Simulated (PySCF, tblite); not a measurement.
# C4H9NSi2: geometry, infrared bands and NMR shifts

Wanted: the infrared bands and NMR shifts of C4H9NSi2 (`N#C[C@@H]1C[Si@@H]1C[SiH3]`), by calculation.

The runs use tblite 0.8.0 and PySCF 2.14.0, with density-fitted response routines of our own; the level of theory stands in each step. All values are computed, except where a source is named. Atoms count from 0, in the outputs and in this text.

## (1) The starting structure

16 atoms, charge 0, multiplicity 1; geometry from: force field or distance geometry start.

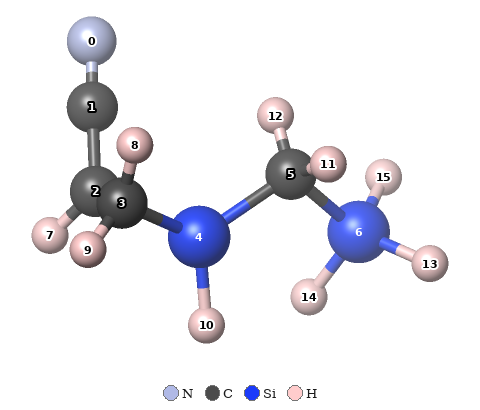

As it starts; nitrogen light blue, carbon dark grey, silicon blue, hydrogen pink, atoms numbered.

## (2) Optimising the geometry with GFN2-xTB

The job: settings as JSON, then the geometry in Å.

```
{"job": {"kind": "relax", "xc": "GFN2-xTB", "basis": "xTB"}, "charge": 0, "multiplicity": 1}
N     -1.677800     2.576900    -1.123100
C     -1.773400     1.458800    -0.834500
C     -1.850600     0.038500    -0.471300
C     -2.038900    -0.309600     0.978000
Si    -0.345700    -0.684000     0.330600
C      1.071300     0.398800     0.777700
Si     2.625300    -0.372300     0.079200
H     -2.303600    -0.640300    -1.222900
H     -2.131800     0.567900     1.632600
H     -2.732300    -1.140700     1.201100
H     -0.040100    -2.078800     0.025200
H      1.225200     0.464200     1.886000
H      0.978400     1.399100     0.324700
H      3.402000    -0.946800     1.194300
H      2.206500    -1.370800    -0.890000
H      3.377900     0.647900    -0.631400
```

Command:

```sh
> OMP_NUM_THREADS=1 python probes_run.py task.json out
```

The driver reads the jobs from task.json and runs them one after another.

What it wrote:

```text
step      E/eV     max force
  0    -528.30738    2.991
  1    -528.49200    1.345
  2    -528.52145    2.172
  3    -528.57507    0.956
  4    -528.61471    0.619
  5    -528.64814    0.264
  6    -528.65833    0.274
  7    -528.67745    0.255
  8    -528.68654    0.220
  9    -528.69719    0.257
 10    -528.70499    0.220
 11    -528.71125    0.219
 12    -528.71500    0.199
 13    -528.71846    0.148
 14    -528.72260    0.161
 15    -528.72690    0.163
 16    -528.73050    0.146
 17    -528.73356    0.148
 18    -528.73665    0.159
 19    -528.73961    0.145
 20    -528.74162    0.091
 21    -528.74268    0.074
 22    -528.74350    0.085
 23    -528.74452    0.092
 24    -528.74556    0.064
 25    -528.74630    0.060
 26    -528.74682    0.052
 27    -528.74736    0.060
 28    -528.74794    0.066
 29    -528.74844    0.073
 30    -528.74880    0.071
 31    -528.74917    0.058
 32    -528.74967    0.069
 33    -528.75023    0.061
 34    -528.75064    0.042
 35    -528.75091    0.037
 36    -528.75119    0.050
 37    -528.75164    0.073
 38    -528.75223    0.073
 39    -528.75277    0.052
 40    -528.75319    0.049
 41    -528.75363    0.057
 42    -528.75435    0.083
 43    -528.75541    0.100
 44    -528.75645    0.081
 45    -528.75708    0.055
 46    -528.75744    0.046
 47    -528.75782    0.064
 48    -528.75835    0.068
 49    -528.75887    0.050
 50    -528.75926    0.056
 51    -528.75960    0.061
 52    -528.76006    0.081
 53    -528.76072    0.085
 54    -528.76144    0.060
 55    -528.76198    0.049
 56    -528.76242    0.054
 57    -528.76299    0.082
 58    -528.76384    0.108
 59    -528.76492    0.100
 60    -528.76592    0.090
 61    -528.76688    0.110
 62    -528.76785    0.095
 63    -528.76874    0.057
 64    -528.76925    0.057
 65    -528.76989    0.065
 66    -528.77053    0.064
 67    -528.77146    0.070
 68    -528.77260    0.136
 69    -528.77352    0.089
 70    -528.77511    0.074
 71    -528.77668    0.098
 72    -528.77813    0.106
 73    -528.78012    0.101
 74    -528.78157    0.121
 75    -528.78307    0.136
 76    -528.78536    0.141
 77    -528.78777    0.113
 78    -528.79036    0.114
 79    -528.79139    0.091
 80    -528.79258    0.074
 81    -528.79354    0.068
 82    -528.79450    0.099
 83    -528.79560    0.166
 84    -528.79683    0.120
 85    -528.79840    0.090
 86    -528.79948    0.067
 87    -528.80016    0.061
 88    -528.80052    0.043
 89    -528.80077    0.041
 90    -528.80107    0.042
 91    -528.80147    0.065
 92    -528.80190    0.071
 93    -528.80217    0.038
 94    -528.80227    0.021
 95    -528.80233    0.029
 96    -528.80244    0.041
 97    -528.80262    0.061
 98    -528.80286    0.065
 99    -528.80310    0.046
100    -528.80330    0.032
101    -528.80350    0.046
102    -528.80374    0.072
103    -528.80401    0.063
104    -528.80428    0.059
105    -528.80445    0.034
106    -528.80460    0.077
107    -528.80475    0.036
108    -528.80498    0.041
109    -528.80524    0.055
110    -528.80546    0.051
111    -528.80572    0.037
112    -528.80594    0.033
113    -528.80603    0.047
114    -528.80613    0.025
115    -528.80620    0.022
116    -528.80641    0.019
117    -528.80654    0.024
118    -528.80676    0.029
119    -528.80695    0.031
120    -528.80719    0.032
121    -528.80739    0.028
122    -528.80754    0.026
123    -528.80764    0.027
124    -528.80774    0.023
125    -528.80784    0.022
126    -528.80797    0.029
127    -528.80812    0.038
128    -528.80830    0.046
129    -528.80855    0.042
130    -528.80887    0.042
131    -528.80925    0.061
132    -528.80965    0.057
133    -528.81006    0.048
134    -528.81033    0.044
135    -528.81054    0.038
136    -528.81073    0.035
137    -528.81089    0.030
138    -528.81106    0.025
139    -528.81127    0.035
140    -528.81148    0.038
141    -528.81169    0.038
142    -528.81189    0.038
143    -528.81214    0.051
144    -528.81242    0.058
145    -528.81282    0.055
146    -528.81322    0.052
147    -528.81362    0.045
148    -528.81391    0.038
149    -528.81413    0.049
150    -528.81441    0.040
151    -528.81489    0.043
152    -528.81539    0.042
153    -528.81577    0.057
154    -528.81629    0.069
155    -528.81695    0.064
156    -528.81777    0.103
157    -528.81858    0.060
158    -528.81919    0.105
159    -528.81956    0.084
160    -528.81968    0.124
161    -528.82038    0.059
162    -528.82083    0.046
163    -528.82164    0.069
164    -528.82216    0.068
165    -528.82262    0.051
166    -528.82308    0.067
167    -528.82336    0.038
168    -528.82361    0.038
169    -528.82376    0.024
170    -528.82381    0.022
171    -528.82385    0.024
172    -528.82388    0.025
173    -528.82393    0.012
174    -528.82396    0.013
175    -528.82399    0.022
176    -528.82402    0.033
177    -528.82406    0.039
178    -528.82410    0.033
179    -528.82415    0.018
180    -528.82418    0.013
181    -528.82420    0.012
182    -528.82421    0.011
183    -528.82422    0.006
```

Wall time 1.4 s (1 thread of Arm Neoverse V1, shared host); peak memory 0.18 GiB.

Step by step: (not every step is listed)

| step | energy from step 0 (eV) | largest force (eV/Å) |
| --- | --- | --- |
| 0 | 0.0000 | 2.9909 |
| 1 | -0.1846 | 1.3448 |
| 2 | -0.2141 | 2.1716 |
| 3 | -0.2677 | 0.9560 |
| 4 | -0.3073 | 0.6190 |
| 5 | -0.3408 | 0.2643 |
| 6 | -0.3510 | 0.2740 |
| 7 | -0.3701 | 0.2555 |
| 8 | -0.3792 | 0.2202 |
| 25 | -0.4389 | 0.0595 |
| 42 | -0.4470 | 0.0832 |
| 59 | -0.4575 | 0.0999 |
| 76 | -0.4780 | 0.1407 |
| 93 | -0.4948 | 0.0380 |
| 110 | -0.4981 | 0.0505 |
| 127 | -0.5007 | 0.0385 |
| 144 | -0.5050 | 0.0582 |
| 161 | -0.5130 | 0.0592 |
| 178 | -0.5167 | 0.0329 |
| 179 | -0.5168 | 0.0181 |
| 180 | -0.5168 | 0.0131 |
| 181 | -0.5168 | 0.0118 |
| 182 | -0.5168 | 0.0107 |
| 183 | -0.5168 | 0.0064 |

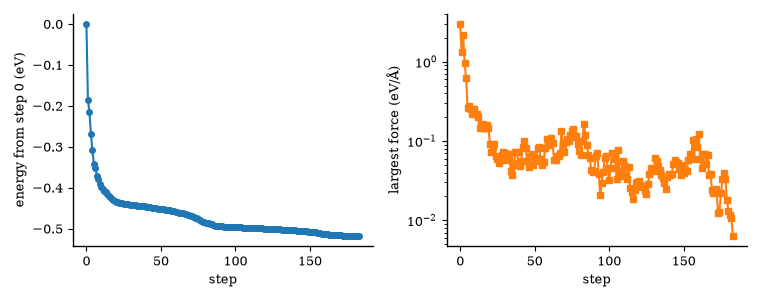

Energy and force, step by step.

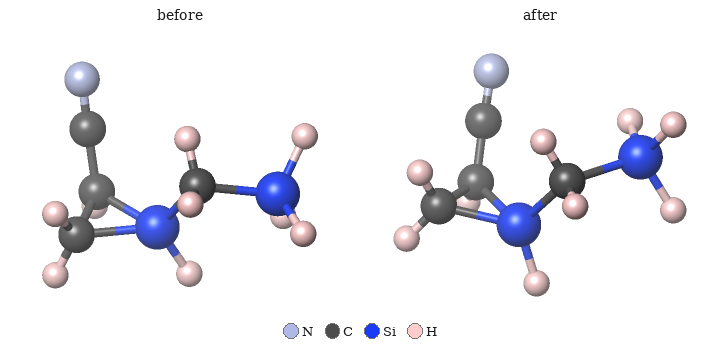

Before and after, at one scale.

Close pairs (by a distance rule), those that changed most:

| bond | before (Å) | after (Å) | change (Å) |
| --- | --- | --- | --- |
| C1–C2 | 1.468 | 1.404 | -0.064 |
| C2–Si4 | 1.852 | 1.915 | +0.063 |
| C2–C3 | 1.502 | 1.548 | +0.046 |
| Si4–C5 | 1.839 | 1.884 | +0.045 |
| C5–Si6 | 1.870 | 1.911 | +0.040 |
| C5–H11 | 1.121 | 1.090 | -0.031 |
| C3–Si4 | 1.851 | 1.879 | +0.028 |
| C2–H7 | 1.109 | 1.083 | -0.026 |

The end geometry stands in the next job.

## (3) Harmonic vibrations with GFN2-xTB

The job: settings as JSON, then the geometry in Å.

```
{"job": {"kind": "ir", "xc": "GFN2-xTB", "basis": "xTB"}, "charge": 0, "multiplicity": 1}
N     -1.062117     1.894032    -1.773250
C     -1.366134     0.941548    -1.206860
C     -1.679172    -0.220425    -0.483263
C     -2.120174    -0.032668     0.989143
Si    -0.426871    -0.832629     0.830440
C      1.123531     0.205211     1.091805
Si     2.484077    -0.039336    -0.227029
H     -2.249264    -0.937236    -1.061721
H     -2.206202     0.998830     1.305619
H     -2.993648    -0.603823     1.271418
H     -0.364219    -2.279622     0.967278
H      1.534982    -0.006701     2.078249
H      0.836595     1.257026     1.093371
H      2.900353    -1.445581    -0.192975
H      1.954598     0.299961    -1.543103
H      3.626067     0.810358     0.116949
```

What it wrote:

```text
mode    cm-1     km/mol
  1      31.6      1.86
  2      70.5      2.29
  3     104.0      1.41
  4     120.3      2.54
  5     175.8      2.20
  6     195.8      6.32
  7     224.7      7.44
  8     442.4     29.87
  9     485.5     19.57
 10     490.0     23.14
 11     512.4     43.54
 12     528.0      0.57
 13     588.1     85.51
 14     633.8     11.62
 15     662.8     66.79
 16     704.0     84.04
 17     729.5     51.88
 18     742.4     39.14
 19     778.6    194.91
 20     783.9    264.36
 21     791.6    413.03
 22     840.7     61.85
 23     873.6     26.41
 24     922.1     65.91
 25    1023.8      1.44
 26    1055.7     17.41
 27    1067.6      7.46
 28    1106.0     29.98
 29    1135.0    109.56
 30    1269.0     50.61
 31    1433.4      1.25
 32    1435.8      0.97
 33    2235.8    268.25
 34    2259.6    289.20
 35    2311.3    203.45
 36    2330.9    344.43
 37    2366.3    383.57
 38    2979.6     28.22
 39    2984.6     10.53
 40    3030.3     15.74
 41    3054.8     15.40
 42    3069.1     37.87
```

Wall time 0.63 s (1 thread of Arm Neoverse V1, shared host); peak memory 0.18 GiB.

The strongest bands and the atoms that carry them (share of the mass-weighted mode):

| cm⁻¹ | km/mol | atoms |
| --- | --- | --- |
| 779 | 194.9 | H14 53 %, H15 36 % |
| 784 | 264.4 | H13 49 %, H14 25 %, H15 14 % |
| 792 | 413.0 | H13 39 %, H15 38 %, Si6 10 % |
| 2236 | 268.2 | H13 96 % |
| 2260 | 289.2 | H15 96 % |
| 2311 | 203.4 | H14 96 % |
| 2331 | 344.4 | H10 96 % |
| 2366 | 383.6 | C1 61 %, N0 38 % |

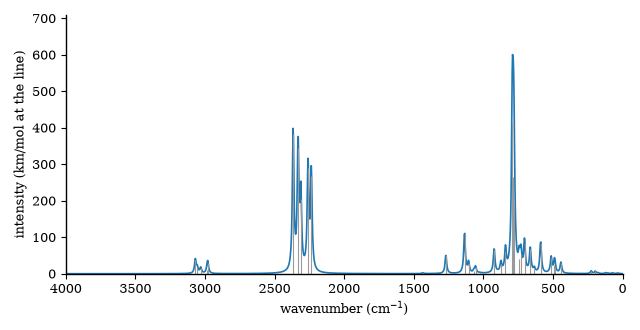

The infrared spectrum from these modes, unscaled. Lines are broadened to a width of 14 cm⁻¹ (Lorentzian).

## (4) Shielding tensors: PBE0/pcSseg-1

The job, as its differences from that of step 3:

```diff
@@ -1,2 +1,2 @@
-{"job": {"kind": "ir", "xc": "GFN2-xTB", "basis": "xTB"}, "charge": 0, "multiplicity": 1}
+{"job": {"kind": "nmr", "xc": "PBE0", "basis": "pcSseg-1"}, "charge": 0, "multiplicity": 1}
 N     -1.062117     1.894032    -1.773250
```

Method: GIAO PBE0/pcSseg-1 NMR shielding, non-relativistic, gas phase.

What it wrote:

```text
coarse grid: 14240 points
cycle   1  E = -790.8717587943  dE =  6.841e-01  |g| = 5.312e-01  |ddm| = 3.706e+00
cycle   2  E = -790.7505815237  dE =  1.212e-01  |g| = 9.093e-01  |ddm| = 1.374e+00
cycle   3  E = -790.9372165344  dE = -1.866e-01  |g| = 1.950e-01  |ddm| = 9.049e-01
cycle   4  E = -790.9454875068  dE = -8.271e-03  |g| = 4.678e-02  |ddm| = 1.818e-01
cycle   5  E = -790.9460111735  dE = -5.237e-04  |g| = 1.041e-02  |ddm| = 5.594e-02
cycle   6  E = -790.9460365536  dE = -2.538e-05  |g| = 2.985e-03  |ddm| = 1.190e-02
cycle   7  E = -790.9460388212  dE = -2.268e-06  |g| = 7.993e-04  |ddm| = 3.722e-03
final grid: 128024 points
cycle   8  E = -790.9856790878  dE = -2.380e-05  |g| = 6.706e-03  |ddm| = 2.368e-02
cycle   9  E = -790.9856728830  dE =  6.205e-06  |g| = 8.260e-03  |ddm| = 1.341e-02
cycle  10  E = -790.9856907675  dE = -1.788e-05  |g| = 6.235e-04  |ddm| = 7.498e-03
cycle  11  E = -790.9856908102  dE = -4.268e-08  |g| = 4.530e-04  |ddm| = 8.774e-04
cycle  12  E = -790.9856908526  dE = -4.234e-08  |g| = 8.718e-05  |ddm| = 3.573e-04
cycle  13  E = -790.9856908542  dE = -1.663e-09  |g| = 2.369e-05  |ddm| = 8.959e-05
cycle  14  E = -790.9856908544  dE = -1.307e-10  |g| = 6.759e-06  |ddm| = 2.976e-05
converged SCF energy = -790.9856908544

GIAO shielding tensors (ppm)
atom      isotropic    diamagn.    paramagn.     s11        s22        s33       span
  0 N      -21.407     342.238    -363.645   -203.591   -160.611    299.981    503.572
  1 C       59.551     260.895    -201.345    -61.931    -51.255    291.838    353.769
  2 C      193.928     260.437     -66.509    171.469    181.378    228.938     57.469
  3 C      180.105     257.263     -77.158    158.090    180.504    201.722     43.632
  4 Si     455.685     882.463    -426.778    333.029    358.793    675.232    342.204
  5 C      201.835     259.388     -57.552    187.346    200.640    217.520     30.173
  6 Si     424.692     880.242    -455.550    399.946    412.893    461.237     61.291
  7 H       30.531      30.917      -0.386     23.912     27.444     40.236     16.324
  8 H       30.844      31.973      -1.129     26.354     28.024     38.153     11.799
  9 H       30.764      30.281       0.483     25.162     26.433     40.698     15.536
 10 H       28.313      30.021      -1.709     22.824     25.498     36.617     13.792
 11 H       31.533      30.577       0.955     25.600     28.900     40.098     14.498
 12 H       31.886      34.216      -2.330     26.006     29.846     39.807     13.801
 13 H       27.699      29.347      -1.648     24.247     25.892     32.957      8.710
 14 H       27.361      30.466      -3.105     22.850     27.348     31.884      9.033
 15 H       27.476      28.799      -1.323     23.667     24.987     33.776     10.109
```

It took 37 s on 1 thread of Arm Neoverse V1, shared host; peak memory 0.87 GiB.

Shifts follow as δ = σ(reference) − σ, with reference shieldings (ppm) from runs at the same level and on the same kind of geometry: 1H TMS 31.72, 13C TMS 186.9, 29Si TMS 349.2, 15N NH3 267.7. The references are single molecules in the gas phase, so shifts against H2O, NH3, PH3, H3PO4 or CFCl3 are not on the usual liquid scales and can be off by tens of ppm. Atoms listed in one row are averaged.

| atoms | environment | σ (ppm) | δ (ppm) | δ scaled to CDCl3 |
| --- | --- | --- | --- | --- |
| C1 | nitrile carbon | 59.6 | 127.4 | 122.4 |
| C3 | three-membered-ring carbon | 180.1 | 6.8 | 4.7 |
| C2 | three-membered-ring carbon | 193.9 | -7.0 | -8.7 |
| C5 | sp3 CH2 bonded to 2 Si | 201.8 | -14.9 | -16.5 |
| H13, H14, H15 | hydrogen on a silicon bonded to C | 27.51 | 4.20 | – |
| H10 | hydrogen on a silicon bonded to 3 C, in a 3-membered ring | 28.31 | 3.40 | – |
| H7 | hydrogen on a three-membered-ring carbon | 30.53 | 1.19 | 1.22 |
| H9 | hydrogen on a three-membered-ring carbon | 30.76 | 0.95 | 1.00 |
| H8 | hydrogen on a three-membered-ring carbon | 30.84 | 0.87 | 0.93 |
| H11 | hydrogen on an sp3 CH2 bonded to 2 Si | 31.53 | 0.18 | 0.28 |
| H12 | hydrogen on an sp3 CH2 bonded to 2 Si | 31.89 | -0.17 | -0.05 |
| N0 | nitrile nitrogen | -21.4 | 289.1 | – |
| Si6 | silicon bonded to C, 3 H | 424.7 | -75.5 | – |
| Si4 | silicon bonded to 3 C, H, in a 3-membered ring | 455.7 | -106.5 | – |

The scaled column applies a straight-line fit of computed shieldings to shifts measured in CDCl3 (root-mean-square error 0.16 ppm for H, 1.9 ppm for C).

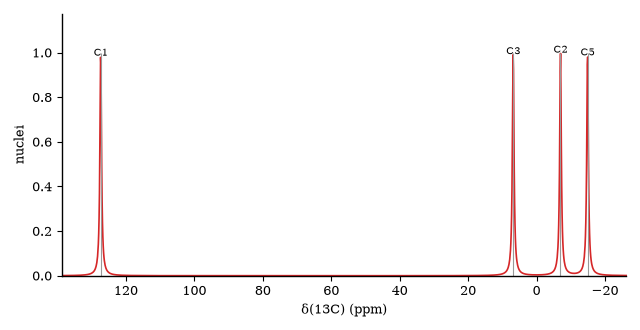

13C lines at the computed shifts, without couplings. Lines are broadened to a width of 0.57 ppm (Lorentzian).

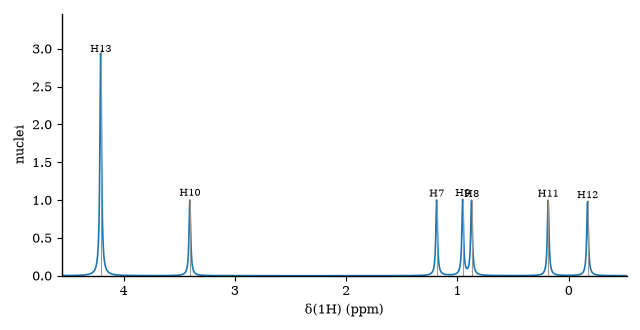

1H lines at the computed shifts, without couplings. Lines are broadened to a width of 0.02 ppm (Lorentzian).

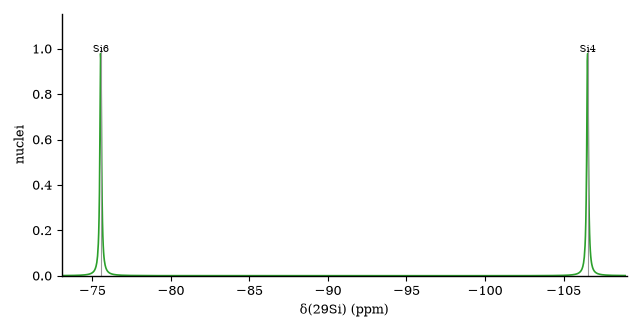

29Si lines at the computed shifts, without couplings. Lines are broadened to a width of 0.12 ppm (Lorentzian).

Charges from the same density, by scheme (e):

| atoms | Mulliken | IAO | Hirshfeld | ESP fit |
| --- | --- | --- | --- | --- |
| N0 | -0.28 | -0.29 | -0.25 | -0.49 |
| C1 | 0.14 | 0.14 | 0.07 | 0.41 |
| C2 | -0.48 | -0.41 | -0.10 | -0.30 |
| C3 | -0.41 | -0.52 | -0.16 | -0.45 |
| Si4 | 0.73 | 0.84 | 0.37 | 0.24 |
| C5 | -0.85 | -0.82 | -0.23 | -0.47 |
| Si6 | 0.49 | 0.61 | 0.32 | 0.44 |

ESP fit charges:

N0 -0.49; C1 0.41; C2 -0.30; C3 -0.45; Si4 0.24; C5 -0.47; Si6 0.44; H7 0.18; H8 0.19; H9 0.19; H10 0.01; H11 0.17; H12 0.19; H13 -0.11; H14 -0.08; H15 -0.11

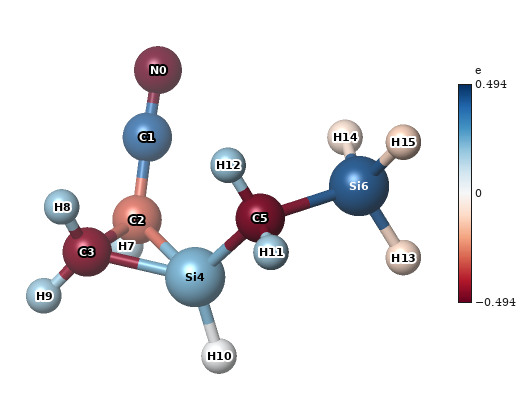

ESP fit charges, as colours on the atoms.

Mayer bond orders: N0–C1 3.02, C1–C2 1.05, C2–C3 0.85, C3–Si4 0.95, Si4–C5 0.96, C5–Si6 0.89, Si4–C2 0.81.

Ring of atoms C2, C3, Si4: NICS(0) -26.6, NICS(1) -7.9, NICS(1)zz -15.3 ppm (means of both faces).

The two faces differ (NICS(1)zz -12.7 and -17.9 ppm).

In rings of three or four atoms NICS is ruled by the nearby σ bonds, so it says little on aromaticity.

Orbitals, density, ELF and potential are computed afterwards from the orbital file.

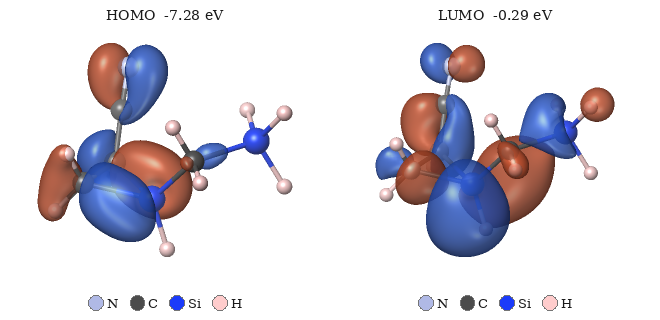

Frontier orbitals at PBE0/pcSseg-1; each surface holds 70 % of the orbital's density, blue and red mark the sign.

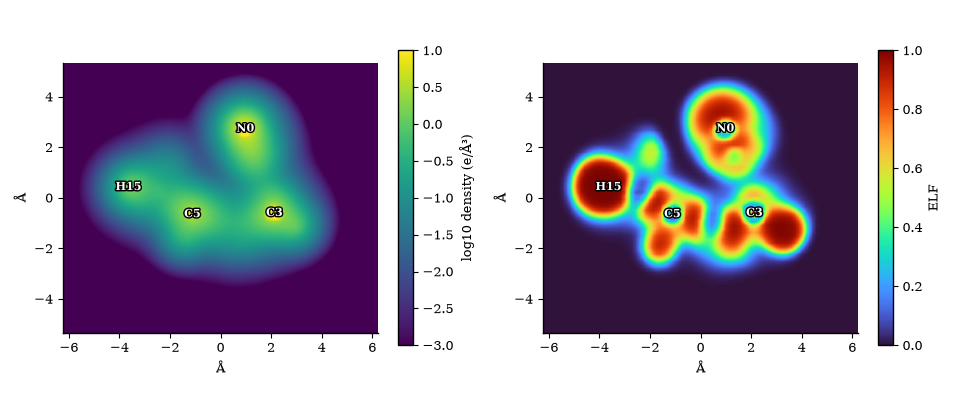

Density (left) and ELF (right) in a plane through or near 4 of the atoms.

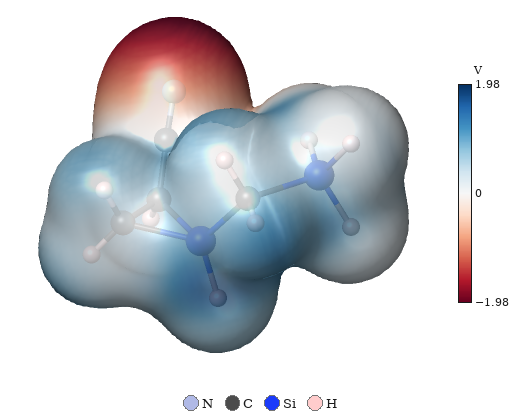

Electrostatic potential on the surface of density 0.002 e/bohr³; red is low, blue high. It runs from -1.98 V near N0 to 1.40 V near H10.

## (5) Outcome

```
                                                              quantity                                          value
                             strongest single infrared mode (GFN2-xTB)                           792 cm⁻¹, 413 km/mol
                                          zero-point energy (GFN2-xTB)                                  69.5 kcal/mol
                                13C shifts against TMS (PBE0/pcSseg-1)                    127.4, 6.8, -7.0, -14.9 ppm
1H shifts against TMS (PBE0/pcSseg-1, means over atoms taken as alike)  4.20, 3.40, 1.19, 0.95, 0.87, 0.18, -0.17 ppm
                                15N shifts against NH3 (PBE0/pcSseg-1)                                      289.1 ppm
                               29Si shifts against TMS (PBE0/pcSseg-1)                              -75.5, -106.5 ppm
                                 surface potential, least and greatest                             -1.98 V and 1.40 V
```

In words: Over 183 steps the energy fell by 0.517 eV; of the close pairs, C1–C2 changed most, 1.468 to 1.404 Å. No mode is imaginary among the 42: a minimum at this level. The strongest single mode, at 792 cm⁻¹, moves mainly H13 and H15. GFN2-xTB is a fitted tight-binding method: band positions and strengths are rough. Its intensities can rank the bands wrongly. At PBE0/pcSseg-1: The largest span, 504 ppm, is at N0, where the paramagnetic term is -364 ppm.
